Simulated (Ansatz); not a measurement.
**Al2Si: what a guessed cell relaxes into**

Where does this trial cell of Al2Si go when cell and atoms are let free?

Method: DFT PBE, scalar-relativistic, plane waves, PAW, in Ansatz 0.2.0.

### 1 Starting point

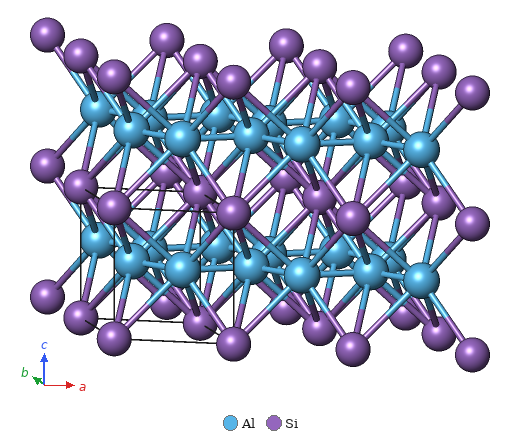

Start, viewed slightly off an axis; aluminium blue, silicon purple. 3×2×2 cells are drawn. Atoms on the faces are drawn again on the opposite ones.

Structure file:

```cif
data_structure
_symmetry_space_group_name_H-M 'P6/mmm'
_symmetry_Int_Tables_number 191
_cell_length_a 3.5788
_cell_length_b 3.5788
_cell_length_c 3.8636
_cell_angle_alpha 90.000
_cell_angle_beta 90.000
_cell_angle_gamma 120.000
_cell_volume 42.86
loop_
_atom_site_label
_atom_site_type_symbol
_atom_site_symmetry_multiplicity
_atom_site_Wyckoff_symbol
_atom_site_fract_x
_atom_site_fract_y
_atom_site_fract_z
_atom_site_occupancy
Al1 Al 2 d 0.33333 0.66667 0.50000 1
Si1 Si 1 a 0.00000 0.00000 0.00000 1
```

A structure generator made this guess: species swapped into a database cell of TmSi2 (P6/mmm, No. 191), with Si on the Tm sites and Al on the Si sites. Its size is a rough estimate.

### 2 A first look at the guess

File input.yaml:

```yaml
crystal:
  lattice:
    - [3.57881914, 0.0, 0.0]
    - [-1.78940957, 3.09934829, 0.0]
    - [0.0, 0.0, 3.86360405]
  atoms:
    - { symbol: Al, position: [0.33333333, 0.66666667, 0.5] }
    - { symbol: Al, position: [0.66666667, 0.33333333, 0.5] }
    - { symbol: Si, position: [0.0, 0.0, 0.0] }
basis:
  ecutwfc: 420
kpoints:
  mp_grid: { grid: [6, 6, 4] }
hamiltonian:
  xc: pbe
scf:
  occupations: { method: gaussian, width: 0.1 }
  lower_state_search: "off"
output:
  forces: true
  stress: true
  eigenvalues: true
```

Command:

```console
> ansatz run input.yaml --threads 1 --pin off --max-ram 2560MiB --backend cpu --events-out ev --progress --plain --runs-dir out
```

The program printed (excerpt; [...] marks lines left out):

```text
[...]
SCF converged after 6 iterations
Free energy (F): -1705.707195 eV
[...]
E sigma→0 (E₀):  -1705.702815 eV
Entropy (-TS):   -0.008761 eV (-2.920 meV/atom)
Fermi energy:    9.813289 eV
[...]
--- Forces (eV/Å), atoms counted from 1 ---
  atom   1  Al    -0.00000000    -0.00000000     0.00000000
  atom   2  Al     0.00000000     0.00000000     0.00000000
  atom   3  Si     0.00000000     0.00000000     0.00000000
[...]
--- Stress (GPa, compression-positive) ---
       73.459758       0.000000       0.000000
        0.000000      73.459758       0.000000
        0.000000       0.000000      -3.047272
  P = ⅓ Tr σ = 47.9574 GPa (479.574 kbar)
--- Band table (eV; the first three rows and the last of 21) ---
  k-point 0: bands = ["-3.1835", "5.7831", "6.8490", "9.9673", "9.9673", "10.2951", "10.2951", "13.5055", "15.6305"]
[...]
```

Run time: 0.8 s. Hardware: 1 thread of Arm Neoverse V1, shared host; peak memory 0.26 GiB.

From the probe: pressure 48.0 GPa, largest force 0.00 eV/Å, gap on this mesh none (metal). A guess like this is first relaxed loosely on the coarse mesh.

### 3 Rough relaxation on the coarse mesh

Changes to input.yaml since step 2:

```diff
@@ -22 +22,6 @@
   eigenvalues: true
+relax:
+  adjacent_minimum: "off"
+  f_tol: 0.04
+  max_steps: 70
+  cell: { stress_tol: 0.4 }
```

Command:

```console
> ansatz run input.yaml --threads 1 --pin off --max-ram 2560MiB --backend cpu --events-out ev --progress --plain --runs-dir out
```

The program printed:

```text
Warning: RAYON_NUM_THREADS=1 ignored (pool sized by the plan → 1); use --threads N
Engine: ansatz 0.2.0, aarch64-unknown-linux-gnu
Pseudopotentials: kind: paw
Pseudopotential: Al, paw, valence charge 3, recommended cutoff 420 eV (normal), Al.paw.azcp
Pseudopotential: Si, paw, valence charge 4, recommended cutoff 420 eV (normal), Si.paw.azcp
Functional definition: PBE
  parameter kappa = 0.804
  parameter beta = 0.06672455060314922
  exchange = pbe_x(kappa = kappa, mu = beta*pi^2/3)
  correlation = pbe_c(beta = beta)
Crystal: 3 atoms, lattice volume = 42.855 Å³
Basis set: ecut = 420 eV, 835 PW (Γ), exchange–correlation on 48×48×54 points (8 copies of the dense FFT grid, shifted against one another)
Bands: 9, of which v1, the nominal top of the filled ones, is band 5 counted from 1 (4 counted from 0)
Symmetry: 24 space group operations
Space group: P6/mmm (ITA 191), of the structure as read, at distance tolerance 3.5e-5 Å
k-points: 21 of 144
Non-local potential: Al, projectors of the file, l = 0: 2, l = 1: 2, l = 2: 1
Non-local potential: Si, projectors of the file, l = 0: 2, l = 1: 2, l = 2: 2
PAW form: soft (Blöchl's): semilocal exchange-correlation on the pseudo side does not see the compensation charge
PAW one-centre angular grid: Al, 110 points (default); XC on 64 Gauss nodes
PAW one-centre angular grid: Si, 110 points (default); XC on 64 Gauss nodes
Initial density: superposition of atomic densities (neutral atoms: chi_scale 0, normalization atom), corrected by the library's trained network
Initial wavefunctions: pseudopotential atomic-orbital guess
Functional: x = pbe(κ = 0.804, μ = 0.2195149727645171), c = pbe(β = 0.06672455060314922)
SCF iter   1: F=—  HF=-1705.714041 eV  |F-HF|=—  |Δ(HF+E_count)|=         —  Δρ=5.54e-3  dr2=2.67e-2  ethr=1.77e-3  ⟨swp⟩=6.0  Hψ=1555  notcnv=0
preconditioner: auto → none  [insulator: Δε(μ)=0.121 eV  Ē_g=8.388 eV  σ=0.100 eV  W_gap=0.61  n_scr=8 (ndim 8)  ℏωp=17.9 eV  f_vac=0.000  D(μ)=1.81/eV (n_scr^D=20)  ε∞_Penn≈5.6]
SCF iter   2: F=—  HF=-1705.707650 eV  |F-HF|=—  |Δ(HF+E_count)|=   6.39e-3  Δρ=1.84e-3  dr2=2.69e-3  ethr=2.67e-4  ⟨swp⟩=1.9  Hψ=397  notcnv=0  defer=1
SCF iter   3: F=—  HF=-1705.707013 eV  |F-HF|=—  |Δ(HF+E_count)|=   6.37e-4  Δρ=9.08e-4  dr2=1.82e-4  ethr=2.69e-5  ⟨swp⟩=2.2  Hψ=262  notcnv=0  defer=1
SCF iter   4: F=—  HF=-1705.707116 eV  |F-HF|=—  |Δ(HF+E_count)|=   1.03e-4  Δρ=3.98e-5  dr2=7.52e-7  ethr=1.82e-6  ⟨swp⟩=1.3  Hψ=199  notcnv=0  defer=1
SCF iter   5: F=—  HF=-1705.707195 eV  |F-HF|=—  |Δ(HF+E_count)|=   7.92e-5  Δρ=8.82e-6  dr2=1.59e-8  ethr=7.52e-9  ⟨swp⟩=2.2  Hψ=288  notcnv=0  defer=1
SCF iter   6: F=-1705.707195 eV  HF=-1705.707195 eV  |F-HF|=1.39e-10  |Δ(HF+E_count)|=   1.08e-8  Δρ=8.47e-7  dr2=1.44e-10  ethr=1.59e-10  ⟨swp⟩=2.5  Hψ=731  notcnv=0
SCF 1 converged in 6 iterations: F = -1705.707195 eV  dr2 = 1.44e-10
relax step   1: F+E_penalty+E_count = -1705.70719521 eV  Δ(F+E_penalty+E_count) = +0.000e0 eV  max|allowed force component| = 3.161e-17 eV/Å  Δτ_max = 0.0000 Å  P = +47.957 GPa  Ω = 42.855 Å³  (6 SCF iters, dr2 threshold 1.00e-7 eV, accepted)
Crystal: 3 atoms, lattice volume = 46.821 Å³
Basis set: ecut = 420 eV, 901 PW (Γ), exchange–correlation on 48×48×54 points (8 copies of the dense FFT grid, shifted against one another)
Initial density: handed on by an earlier stage of this run
Initial wavefunctions: those handed on with the density
iter 1 solved again at ethr=4.88e-4 eV; its pass at ethr=3.10e-3 eV (dr2=4.88e-2 eV) is discarded
SCF iter   1: F=—  HF=-1707.288767 eV  |F-HF|=—  |Δ(HF+E_count)|=         —  Δρ=7.13e-3  dr2=4.87e-2  ethr=4.88e-4  ⟨swp⟩=1.0  Hψ=1648  notcnv=0
preconditioner: auto → none  [insulator: Δε(μ)=0.110 eV  Ē_g=7.963 eV  σ=0.100 eV  W_gap=0.51  n_scr=8 (ndim 8)  ℏωp=17.2 eV  f_vac=0.000  D(μ)=2.58/eV (n_scr^D=20)  ε∞_Penn≈5.6]
SCF iter   2: F=—  HF=-1707.272664 eV  |F-HF|=—  |Δ(HF+E_count)|=   1.61e-2  Δρ=2.91e-3  dr2=5.54e-3  ethr=4.87e-4  ⟨swp⟩=1.7  Hψ=242  notcnv=0
SCF iter   3: F=—  HF=-1707.270100 eV  |F-HF|=—  |Δ(HF+E_count)|=   2.56e-3  Δρ=6.75e-4  dr2=2.11e-4  ethr=5.54e-5  ⟨swp⟩=2.1  Hψ=267  notcnv=0
SCF iter   4: F=—  HF=-1707.270105 eV  |F-HF|=—  |Δ(HF+E_count)|=   5.05e-6  Δρ=1.33e-4  dr2=4.04e-6  ethr=2.11e-6  ⟨swp⟩=2.0  Hψ=271  notcnv=0
iter 5 did not close the SCF: its close was put off for the readings that it lacked (scf_convergence_deferred on its scf_iter line)
SCF iter   5: F=-1707.270108 eV  HF=-1707.270108 eV  |F-HF|=1.09e-10  |Δ(HF+E_count)|=   3.61e-6  Δρ=1.70e-5  dr2=1.29e-7  ethr=4.04e-8  ⟨swp⟩=2.0  Hψ=288  notcnv=0
SCF iter   6: F=-1707.270108 eV  HF=-1707.270108 eV  |F-HF|=3.60e-10  |Δ(HF+E_count)|=   4.12e-8  Δρ=8.11e-7  dr2=5.66e-10  ethr=1.29e-9  ⟨swp⟩=2.3  Hψ=688  notcnv=0
SCF 2 converged in 6 iterations: F = -1707.270108 eV  dr2 = 5.66e-10
relax step   2: F+E_penalty+E_count = -1707.27010823 eV  Δ(F+E_penalty+E_count) = -1.563e0 eV  max|allowed force component| = 3.701e-17 eV/Å  Δτ_max = 0.0000 Å  P = +28.498 GPa  Ω = 46.821 Å³  energy of the carried Pulay correction = -1.396e-3 eV  (6 SCF iters, dr2 threshold 3.00e-7 eV, accepted)
Crystal: 3 atoms, lattice volume = 50.350 Å³
Basis set: ecut = 420 eV, 985 PW (Γ), exchange–correlation on 48×48×54 points (8 copies of the dense FFT grid, shifted against one another)
iter 1 solved again at ethr=3.82e-4 eV; its pass at ethr=3.10e-3 eV (dr2=3.82e-2 eV) is discarded
SCF iter   1: F=—  HF=-1708.275428 eV  |F-HF|=—  |Δ(HF+E_count)|=         —  Δρ=5.96e-3  dr2=3.86e-2  ethr=3.82e-4  ⟨swp⟩=1.0  Hψ=1682  notcnv=0
preconditioner: auto → none  [metal: Δε(μ)=0.033 eV  Ē_g=7.660 eV  σ=0.100 eV  W_gap=0.18  n_scr=8 (ndim 8)  ℏωp=16.5 eV  f_vac=0.000  D(μ)=3.21/eV (n_scr^D=28)]
SCF iter   2: F=—  HF=-1708.262171 eV  |F-HF|=—  |Δ(HF+E_count)|=   1.33e-2  Δρ=2.04e-3  dr2=2.93e-3  ethr=3.82e-4  ⟨swp⟩=2.1  Hψ=273  notcnv=0
SCF iter   3: F=—  HF=-1708.260750 eV  |F-HF|=—  |Δ(HF+E_count)|=   1.42e-3  Δρ=5.76e-4  dr2=1.37e-4  ethr=2.93e-5  ⟨swp⟩=2.0  Hψ=263  notcnv=0
SCF iter   4: F=—  HF=-1708.260605 eV  |F-HF|=—  |Δ(HF+E_count)|=   1.45e-4  Δρ=8.61e-5  dr2=2.48e-6  ethr=1.37e-6  ⟨swp⟩=2.0  Hψ=278  notcnv=0
iter 5 did not close the SCF: its close was put off for the readings that it lacked (scf_convergence_deferred on its scf_iter line)
SCF iter   5: F=-1708.260606 eV  HF=-1708.260606 eV  |F-HF|=2.67e-8  |Δ(HF+E_count)|=   1.46e-6  Δρ=1.48e-5  dr2=8.39e-8  ethr=2.48e-8  ⟨swp⟩=2.0  Hψ=278  notcnv=0
SCF iter   6: F=-1708.260606 eV  HF=-1708.260606 eV  |F-HF|=7.73e-12  |Δ(HF+E_count)|=   4.52e-8  Δρ=3.81e-7  dr2=5.99e-11  ethr=8.39e-10  ⟨swp⟩=2.1  Hψ=683  notcnv=0
SCF 3 converged in 6 iterations: F = -1708.260606 eV  dr2 = 5.99e-11
relax step   3: F+E_penalty+E_count = -1708.26060639 eV  Δ(F+E_penalty+E_count) = -9.905e-1 eV  max|allowed force component| = 9.252e-17 eV/Å  Δτ_max = 0.0000 Å  P = +14.714 GPa  Ω = 50.350 Å³  energy of the carried Pulay correction = -2.515e-3 eV  (6 SCF iters, dr2 threshold 3.00e-7 eV, accepted)
[... from here on, the SCF cycles and remarks between the steps are left out ...]
relax step   4: F+E_penalty+E_count = -1708.94673638 eV  Δ(F+E_penalty+E_count) = -6.861e-1 eV  max|allowed force component| = 7.401e-17 eV/Å  Δτ_max = 0.0000 Å  P = +6.839 GPa  Ω = 52.468 Å³  energy of the carried Pulay correction = -3.090e-3 eV  (6 SCF iters, dr2 threshold 3.00e-7 eV, accepted)
relax step   5: F+E_penalty+E_count = -1709.31382713 eV  Δ(F+E_penalty+E_count) = -3.671e-1 eV  max|allowed force component| = 9.252e-17 eV/Å  Δτ_max = 0.0000 Å  P = +2.190 GPa  Ω = 52.833 Å³  energy of the carried Pulay correction = -3.115e-3 eV  (5 SCF iters, dr2 threshold 3.00e-7 eV, accepted)
relax step   6: F+E_penalty+E_count = -1709.51149771 eV  Δ(F+E_penalty+E_count) = -1.977e-1 eV  max|allowed force component| = 1.172e-16 eV/Å  Δτ_max = 0.0000 Å  P = +0.814 GPa  Ω = 51.738 Å³  energy of the carried Pulay correction = -2.706e-3 eV  (6 SCF iters, dr2 threshold 3.00e-7 eV, accepted)
relax step   7: F+E_penalty+E_count = -1709.68799218 eV  Δ(F+E_penalty+E_count) = -1.765e-1 eV  max|allowed force component| = 1.480e-16 eV/Å  Δτ_max = 0.0000 Å  P = +0.040 GPa  Ω = 50.194 Å³  energy of the carried Pulay correction = -2.148e-3 eV  (6 SCF iters, dr2 threshold 3.00e-7 eV, accepted)
relax step   8: F+E_penalty+E_count = -1709.69292269 eV  Δ(F+E_penalty+E_count) = -4.931e-3 eV  max|allowed force component| = 7.401e-17 eV/Å  Δτ_max = 0.0000 Å  P = +2.125 GPa  Ω = 48.275 Å³  energy of the carried Pulay correction = -1.455e-3 eV  (6 SCF iters, dr2 threshold 3.00e-7 eV, accepted)
relax step   9: F+E_penalty+E_count = -1709.73327291 eV  Δ(F+E_penalty+E_count) = -4.035e-2 eV  max|allowed force component| = 8.327e-17 eV/Å  Δτ_max = 0.0000 Å  P = +0.358 GPa  Ω = 49.513 Å³  energy of the carried Pulay correction = -1.896e-3 eV  (5 SCF iters, dr2 threshold 3.00e-7 eV, accepted)
relax step  10: F+E_penalty+E_count = -1709.73385204 eV  Δ(F+E_penalty+E_count) = -5.791e-4 eV  max|allowed force component| = 1.449e-16 eV/Å  Δτ_max = 0.0000 Å  P = +0.328 GPa  Ω = 49.492 Å³  energy of the carried Pulay correction = -1.885e-3 eV  (4 SCF iters, dr2 threshold 3.00e-7 eV, accepted)
relax step  11: F+E_penalty+E_count = -1709.73401999 eV  Δ(F+E_penalty+E_count) = -1.679e-4 eV  max|allowed force component| = 7.710e-17 eV/Å  Δτ_max = 0.0000 Å  P = +0.114 GPa  Ω = 49.636 Å³  energy of the carried Pulay correction = -1.933e-3 eV  (3 SCF iters, dr2 threshold 3.00e-7 eV, accepted)
relax step  12: F+E_penalty+E_count = -1709.79608536 eV  Δ(F+E_penalty+E_count) = -6.207e-2 eV  max|allowed force component| = 7.401e-17 eV/Å  Δτ_max = 0.0000 Å  P = +0.877 GPa  Ω = 49.636 Å³  stress off target by 1.25e0 GPa  SCF on the basis re-selected at this cell (its energy is not comparable with the rows above)  (6 SCF iters)
relax step  13: F+E_penalty+E_count = -1709.79773391 eV  Δ(F+E_penalty+E_count) = -1.649e-3 eV  max|allowed force component| = 9.252e-17 eV/Å  Δτ_max = 0.0000 Å  P = +0.079 GPa  Ω = 50.141 Å³  energy of the carried Pulay correction = -1.385e-4 eV  (4 SCF iters, dr2 threshold 3.00e-7 eV, accepted)
iter 1 solved again at ethr=8.37e-9 eV; its pass at ethr=3.10e-3 eV (dr2=8.37e-7 eV) is discarded
SCF iter   1: F=—  HF=-1709.797908 eV  |F-HF|=—  |Δ(HF+E_count)|=         —  Δρ=1.03e-5  dr2=2.65e-8  ethr=8.37e-9  ⟨swp⟩=3.0  Hψ=2073  notcnv=0
preconditioner: auto → none  [insulator: Δε(μ)=0.138 eV  Ē_g=7.613 eV  σ=0.100 eV  W_gap=0.62  n_scr=6 (ndim 8)  ℏωp=16.6 eV  f_vac=0.000  D(μ)=1.33/eV (n_scr^D=8)  ε∞_Penn≈5.7]
SCF iter   2: F=—  HF=-1709.797861 eV  |F-HF|=—  |Δ(HF+E_count)|=   4.73e-5  Δρ=5.51e-6  dr2=7.49e-9  ethr=2.65e-10  ⟨swp⟩=2.0  Hψ=297  notcnv=0
SCF iter   3: F=—  HF=-1709.797861 eV  |F-HF|=—  |Δ(HF+E_count)|=   9.08e-9  Δρ=1.79e-6  dr2=4.58e-9  ethr=7.49e-11  ⟨swp⟩=2.1  Hψ=280  notcnv=0
SCF iter   4: F=-1709.797861 eV  HF=-1709.797861 eV  |F-HF|=2.27e-13  |Δ(HF+E_count)|=   1.20e-9  Δρ=3.45e-7  dr2=5.39e-11  ethr=1.92e-11  ⟨swp⟩=2.3  Hψ=679  notcnv=0
SCF 14 converged in 4 iterations: F = -1709.797861 eV  dr2 = 5.39e-11
relax step  14: F+E_penalty+E_count = -1709.79786074 eV  Δ(F+E_penalty+E_count) = -1.268e-4 eV  max|allowed force component| = 7.093e-17 eV/Å  Δτ_max = 0.0000 Å  P = +0.077 GPa  Ω = 50.141 Å³  stress off target by 3.20e-1 GPa  SCF on the basis re-selected at this cell (its energy is not comparable with the rows above)  (4 SCF iters)
basis re-selected at this cell: Δ(F+E_penalty+E_count) = -1.268e-4 eV, ΔP = -0.001 GPa vs the last step (what re-selecting the basis moved, of the pressure what is left beyond the Pulay correction that the steps carried, after the strain that the cell walked since its last selection, with what the two solves' SCF thresholds leave and, on support functions, any second-order correction that the steps lacked; it is no measure of the basis error at this ecutwfc). This SCF's stress stands 3.20e-1 GPa from its target on what of the cell is left free (relax.cell.stress_tol is 4.00e-1 GPa) and its largest allowed force component is 7.09e-17 eV/Å (relax.f_tol is 4.00e-2 eV/Å): within both
SCF converged after 4 iterations
Free energy (F): -1709.797861 eV
Harris-Foulkes:  -1709.797861 eV  (|F-HF|=2.27e-13)
Internal energy: -1709.791234 eV  (E = F + TS)
E sigma→0 (E₀):  -1709.794547 eV
Entropy (-TS):   -0.006627 eV (-2.209 meV/atom)
Fermi energy:    7.897003 eV
--- Per-component energies (eV) ---
  E_band       = 34.282725
  E_kinetic    = 83.874210
  E_local      = 11.137619  (includes V_loc(G=0)·N_el)
  E_nonlocal   = 46.722906
  E_hartree    = 2.961547
  E_xc         = -134.421283
  E_vxc        = -104.257108  (∫ρ·V_xc dr)
  E_paw        = -1446.711792  (= ΣΔE_a)
  E_vpaw       = -9.118003  (= ΣTr[D̂ρ^β])
  E_aug_tail   = 0.000003  (compensation charges beyond the density's cutoff)
  E_ewald      = -273.354444
  E_smearing   = -0.006627  (= −TS)
  E_closure    = -0.000000  (closes the sum)
  Σ components = -1709.797861   (vs F -1709.797861, Δ=0.00e0)
--- Forces (eV/Å), atoms counted from 1 ---
  atom   1  Al     0.00000000     0.00000000    -0.00000000
  atom   2  Al     0.00000000    -0.00000000     0.00000000
  atom   3  Si     0.00000000    -0.00000000     0.00000000
  max |Σ_I F_I| component: 9.25e-18 eV/Å
--- Stress (GPa, compression-positive) ---
       -0.043953       0.000000       0.000000
       -0.000000      -0.043953       0.000000
        0.000000       0.000000       0.319985
  P = ⅓ Tr σ = 0.0774 GPa (0.774 kbar)
--- Band table (eV; the first three rows and the last of 21) ---
  k-point 0: bands = ["-3.7511", "5.4374", "5.4374", "5.4612", "6.2919", "6.2919", "7.7933", "11.5759", "13.3532"]
  k-point 1: bands = ["-2.7031", "5.3537", "6.4144", "6.4144", "6.6562", "7.2310", "7.2310", "8.7814", "13.9670"]
  k-point 2: bands = ["0.2700", "0.5431", "8.7844", "8.7844", "9.2511", "9.2511", "9.3381", "9.6058", "10.1168"]
  k-point 20: bands = ["2.1884", "3.1419", "4.1556", "4.1556", "4.3564", "4.3564", "11.5460", "12.4096", "12.4096"]
--- Relaxed structure (12 steps of the walk, 12 accepted, 2 SCFs on fresh bases) ---
  F+E_penalty+E_count = -1709.79786074 eV   max|allowed force component| = 7.093e-17 eV/Å   (the final SCF, on the basis selected at the relaxed cell)
  cell:  # Å, volume = 50.1406 Å³
    - [4.432157618882821, -1.4635414659901647e-34, 0.0]
    - [-2.2160788094414103, 3.8383610915292703, 0.0]
    - [0.0, 0.0, 2.9473260722542594]
  atoms:
    - { symbol: Al, position: [0.33333333333333326, 0.6666666666666665, 0.5] }
    - { symbol: Al, position: [0.6666666666666666, 0.33333333333333326, 0.5] }
    - { symbol: Si, position: [-1.630284119556884e-35, 6.904426221028371e-35, 0.0] }
```

Run time: 12 s. Hardware: 1 thread of Arm Neoverse V1, shared host; peak memory 0.28 GiB.

Relaxation path:

```
step  energy from step 1 (eV/cell)  largest force component (eV/Å)  pressure (GPa)  volume (Å³)
   1                        0.0000                          0.0000           47.96        42.86
   2                       -1.5629                          0.0000           28.50        46.82
   3                       -2.5534                          0.0000           14.71        50.35
   4                       -3.2395                          0.0000            6.84        52.47
   5                       -3.6066                          0.0000            2.19        52.83
   6                       -3.8043                          0.0000            0.81        51.74
   7                       -3.9808                          0.0000            0.04        50.19
   8                       -3.9857                          0.0000            2.13        48.27
   9                       -4.0261                          0.0000            0.36        49.51
  10                       -4.0267                          0.0000            0.33        49.49
  11                       -4.0268                          0.0000            0.11        49.64
  12                       -4.0889                          0.0000            0.88        49.64
  13                       -4.0905                          0.0000            0.08        50.14
  14                       -4.0907                          0.0000            0.08        50.14
```

Step 1 is the start. Steps 12, 14 each repeat the geometry before them on a plane-wave basis chosen anew, so the energy can jump there without any move.

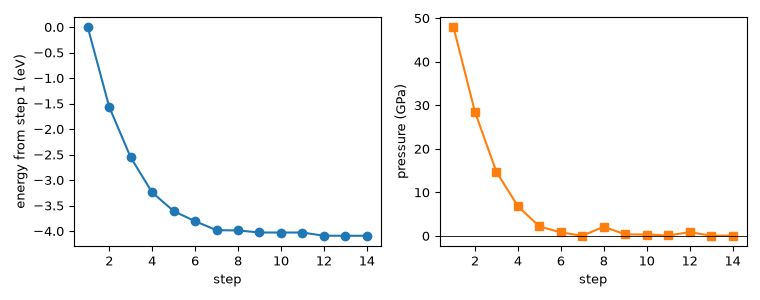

Energy and pressure along the relaxation.

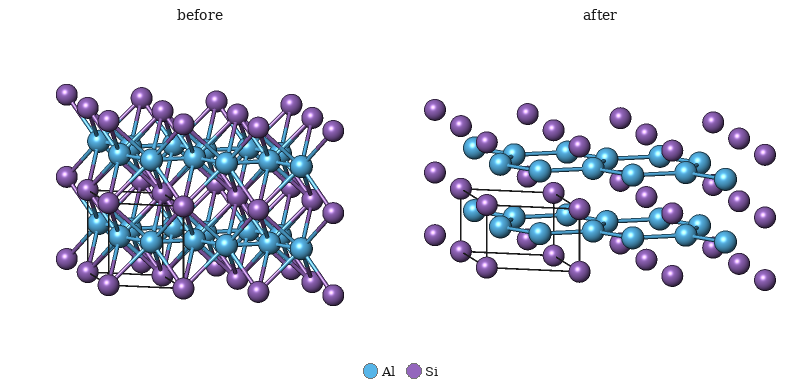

Before and after, at one scale.

|  | before | after | change |
| --- | --- | --- | --- |
| a (Å) | 3.579 | 4.432 | +23.8 % |
| b (Å) | 3.579 | 4.432 | +23.8 % |
| c (Å) | 3.864 | 2.947 | -23.7 % |
| volume (Å³/atom) | 14.29 | 16.71 | +17.0 % |
| shortest distance (Å) | 2.066 | 2.559 | +23.8 % |
| space group (0.01 Å) | P6/mmm | P6/mmm | same |

The run keeps the 24 symmetry operations of the start, so it could not have lowered the symmetry.

### 4 Coarse relaxation, continued

The end of the coarse run is made exact in the group found at a tolerance of 0.06 Å and reduced to its primitive cell.

File input.yaml:

```yaml
crystal:
  lattice:
    - [4.4321576189, 0.0, 0.0]
    - [-2.2160788094, 3.8383610915, 0.0]
    - [0.0, 0.0, 2.9473260723]
  atoms:
    - { symbol: Al, position: [0.3333333333, 0.6666666667, 0.5] }
    - { symbol: Al, position: [0.6666666667, 0.3333333333, 0.5] }
    - { symbol: Si, position: [0.0, 0.0, 0.0] }
basis:
  ecutwfc: 420
kpoints:
  mp_grid: { grid: [6, 6, 6] }
hamiltonian:
  xc: pbe
scf:
  occupations: { method: gaussian, width: 0.1 }
  lower_state_search: "off"
output:
  forces: true
  stress: true
  eigenvalues: true
relax:
  adjacent_minimum: "off"
  f_tol: 0.04
  max_steps: 70
  cell: { stress_tol: 0.4 }
```

Command:

```console
> ansatz run input.yaml --threads 1 --pin off --max-ram 2560MiB --backend cpu --events-out ev --progress --plain --runs-dir out
```

The program printed (excerpt; [...] marks lines left out):

```text
[...]
relax step   6: F+E_penalty+E_count = -1709.88829761 eV  Δ(F+E_penalty+E_count) = -7.377e-4 eV  max|allowed force component| = 3.701e-17 eV/Å  Δτ_max = 0.0000 Å  P = -0.028 GPa  Ω = 49.604 Å³  stress off target by 3.96e-2 GPa  SCF on the basis re-selected at this cell (its energy is not [...]
SCF converged after 4 iterations
Free energy (F): -1709.888298 eV
[...]
E sigma→0 (E₀):  -1709.884356 eV
Entropy (-TS):   -0.007884 eV (-2.628 meV/atom)
Fermi energy:    8.354275 eV
[...]
--- Forces (eV/Å), atoms counted from 1 ---
  atom   1  Al    -0.00000000     0.00000000     0.00000000
  atom   2  Al     0.00000000    -0.00000000     0.00000000
  atom   3  Si     0.00000000    -0.00000000     0.00000000
[...]
--- Stress (GPa, compression-positive) ---
       -0.039641      -0.000000       0.000000
       -0.000000      -0.039641       0.000000
        0.000000       0.000000      -0.003787
  P = ⅓ Tr σ = -0.0277 GPa (-0.277 kbar)
--- Band table (eV; the first three rows and the last of 28) ---
  k-point 0: bands = ["-3.7630", "4.2733", "4.9239", "4.9239", "5.9013", "5.9013", "6.6096", "14.7901", "16.0598"]
[...]
--- Relaxed structure (5 steps of the walk, 5 accepted, 1 SCFs on fresh bases) ---
  F+E_penalty+E_count = -1709.88829761 eV   max|allowed force component| = 3.701e-17 eV/Å   (the final SCF, on the basis selected at the relaxed cell)
  cell:  # Å, volume = 49.6041 Å³
    - [4.617433935322276, -3.007421300124262e-11, 0.0]
    - [-2.308716967635092, 3.9988150883004803, 0.0]
    - [0.0, 0.0, 2.6864904663255995]
  atoms:
    - { symbol: Al, position: [0.33333333333333326, 0.6666666666666666, 0.49999999999999994] }
    - { symbol: Al, position: [0.6666666666666665, 0.3333333333333332, 0.49999999999999994] }
    - { symbol: Si, position: [1.1882719636156582e-34, 7.108244090424276e-35, 0.0] }
```

Wall time 7.2 s (1 thread of Arm Neoverse V1, shared host); peak memory 0.29 GiB.

[end of part 1 of 2]
